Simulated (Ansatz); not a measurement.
# CH3BFN (SMILES BN=CF) at wB97M-V/aug-cc-pVDZ

What is the energy change on altering one bond length of CH3BFN at wB97M-V/aug-cc-pVDZ? 

Program for the calculation: Ansatz 0.2.0.

93 further runs of the same task are left out: 93 set aside as unsound or not needed.

## 1. Starting point

CH3BFN: 7 atoms, total charge 0, spin state singlet. SMILES: `BN=CF`. The coordinates come from a PBE0-D4/def2-TZVP relaxation.

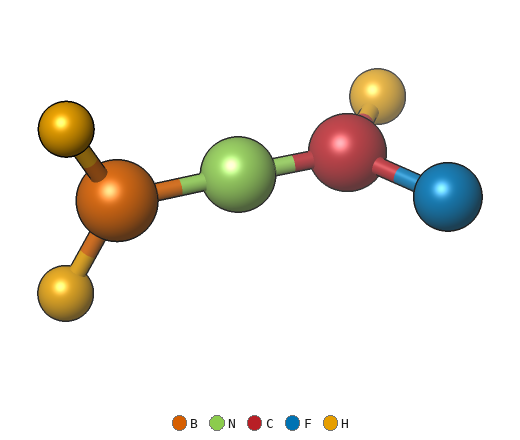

The structure, seen from a chosen angle (boron orange, nitrogen green, carbon red, fluorine blue, hydrogen amber).

## 2. The energy at wB97M-V/aug-cc-pVDZ

The input, input.yaml:

```yaml
basis:
  gaussian:
    orbitals: aug-cc-pVDZ
crystal:
  periodic: [false, false, false]
  atoms:
    - {symbol: B, position_ang: [-0.480500, 1.089800, 0.570900]}
    - {symbol: "N", position_ang: [0.018600, -0.008400, -0.066500]}
    - {symbol: C, position_ang: [0.466800, -1.006900, -0.611700]}
    - {symbol: F, position_ang: [0.739900, -2.132000, 0.060700]}
    - {symbol: H, position_ang: [0.284400, 1.897100, 1.009900]}
    - {symbol: H, position_ang: [-1.666300, 1.214200, 0.659800]}
    - {symbol: H, position_ang: [0.698200, -1.122000, -1.669000]}
hamiltonian:
  xc: {name: wB97M-V}
accuracy: high
output:
  orbitals: {seedname: orbitals}
```

Launch:

```bash
$ ansatz run input.yaml --threads 1 --pin off --max-ram 3480MiB --events-out events.jsonl --progress --plain --runs-dir runs
```

Output:

```text
Warning: RAYON_NUM_THREADS=1 ignored (pool sized by the plan → 1); use --threads N
Functional definition: wB97M-V
  name "wB97M-V"
  parameter omega = 0.3/bohr
  parameter cx = 0.15
  parameter cx01 = 1.007
  parameter cx10 = 0.259
  parameter css00 = 0.443
  parameter css04 = -1.437
  parameter css10 = -4.535
  parameter css20 = -3.390
  parameter css43 = 4.278
  parameter cos00 = 1.000
  parameter cos10 = 1.358
  parameter cos20 = 2.924
  parameter cos21 = -8.812
  parameter cos60 = -1.390
  parameter cos61 = 9.142
  parameter b = 6.0
  parameter c = 0.01
  gx(w, u) = 1 - cx + cx01*u + cx10*w
  gss(w, u) = css00 + css04*u^4 + css10*w + css20*w^2 + css43*w^4*u^3
  gos(w, u) = cos00 + cos10*w + (cos20 + cos21*u)*w^2 + (cos60 + cos61*u)*w^6
  exchange = spin_sum(e_x_unif_sr(omega)*gx(b97_w, b97_u_x)) + cx*exact_x_sr(omega) + exact_x_lr(omega)
  correlation = spin_sum(e_c_pw_mod_same_spin*gss(b97_w, b97_u_same))
      + integral(e_c_pw_mod_opposite_spin*gos(b97_w_opposite, b97_u_opposite)) + vv10(b, c)
2329 factors; integrals over basis functions are off by at most 2.9e-9 eV
492 factors; integrals over basis functions are off by at most 1.7e-9 eV
mean field evaluation 1: about -5962.9839 eV, gradient 4.7e1 eV
mean field evaluation 2: about -5962.1392 eV, gradient 5.2e1 eV
mean field evaluation 4: about -5967.4592 eV, gradient 2.8e0 eV
mean field evaluation 8: about -5967.4744 eV, gradient 2.3e-1 eV
mean field evaluation 16: about -5967.4746 eV, gradient 2.9e-5 eV
mean field -5967.47456281 eV, -219.3006452839 hartree, gradient 8.5e-8 eV, S^2 0.000000; 0 other end points of the search recorded, 0 dependent functions left out
reference -5967.47457759 eV, -219.3006458269 hartree; 15, 15 occupied and 104, 104 virtual orbitals, 2329 factors
Total energy: -5967.47457759 eV, -219.3006458269 hartree
```

It took 58 s on 1 thread of Intel Xeon Platinum 8259CL at 2.50GHz (Skylake/Cascade Lake), shared host; peak memory 0.68 GiB.

## 3. The distorted shape at the same level

The input, in.yaml:

```yaml
crystal:
  periodic: [false, false, false]
  atoms:
    - symbol: B
      position_ang: [-1.018355, 2.288033, 1.225158]
    - symbol: "N"
      position_ang: [-0.519255, 1.189833, 0.587758]
    - symbol: C
      position_ang: [0.466800, -1.006900, -0.611700]
    - symbol: F
      position_ang: [0.739900, -2.132000, 0.060700]
    - symbol: H
      position_ang: [-0.253455, 3.095333, 1.664158]
    - symbol: H
      position_ang: [-2.204155, 2.412433, 1.314058]
    - symbol: H
      position_ang: [0.698200, -1.122000, -1.669000]
basis:
  gaussian:
    orbitals: aug-cc-pVDZ
accuracy: high
output: {orbitals: {seedname: orbitals}}
hamiltonian:
  xc: {name: wB97M-V}
```

Launch:

```bash
$ ansatz run in.yaml --threads 1 --pin off --max-ram 3480MiB --events-out events.jsonl --progress --plain --runs-dir runs
```

Output (excerpt; [...] marks lines left out):

```text
Warning: RAYON_NUM_THREADS=1 ignored (pool sized by the plan → 1); use --threads N
[... 2 set-up lines as earlier in the session ...]
[...]
  gx(w, u) = 1 - cx + cx01*u + cx10*w
  gss(w, u) = css00 + css04*u^4 + css10*w + css20*w^2 + css43*w^4*u^3
  gos(w, u) = cos00 + cos10*w + (cos20 + cos21*u)*w^2 + (cos60 + cos61*u)*w^6
[...]
      + integral(e_c_pw_mod_opposite_spin*gos(b97_w_opposite, b97_u_opposite)) + vv10(b, c)
2370 factors; integrals over basis functions are off by at most 7.5e-9 eV
552 factors; integrals over basis functions are off by at most 1.8e-9 eV
[...]
mean field -5959.70207818 eV, -219.0150117418 hartree, gradient 3.0e-8 eV, S^2 0.000000; 0 other end points of the search recorded, 0 dependent functions left out
reference -5959.70209025 eV, -219.0150121856 hartree; 15, 15 occupied and 104, 104 virtual orbitals, 2370 factors
Total energy: -5959.70209025 eV, -219.0150121856 hartree
```

Run time: 61 s. Hardware: 1 thread of Intel Xeon Platinum 8259CL at 2.50GHz (Skylake/Cascade Lake), shared host; peak memory 0.68 GiB.

## 4. What came out

Level: wB97M-V/aug-cc-pVDZ.

| quantity | value |
| --- | --- |
| first shape: total energy | -219.30065 Eh |
| first shape: HOMO energy | -10.83 eV |
| first shape: LUMO energy | 0.38 eV |
| first shape: HOMO–LUMO gap | 11.21 eV |
| distorted shape: total energy | -219.01501 Eh |
| distorted shape: HOMO energy | -8.63 eV |
| distorted shape: LUMO energy | -1.95 eV |
| distorted shape: HOMO–LUMO gap | 6.68 eV |
| energy change with the N2–C3 bond stretched from 1.223 to 2.690 Å | 7.772 eV |

With the N2–C3 bond stretched from 1.223 to 2.690 Å the energy rises by 7.77 eV (750 kJ/mol). The first shape isn't relaxed at this level, so the change isn't measured from a minimum.
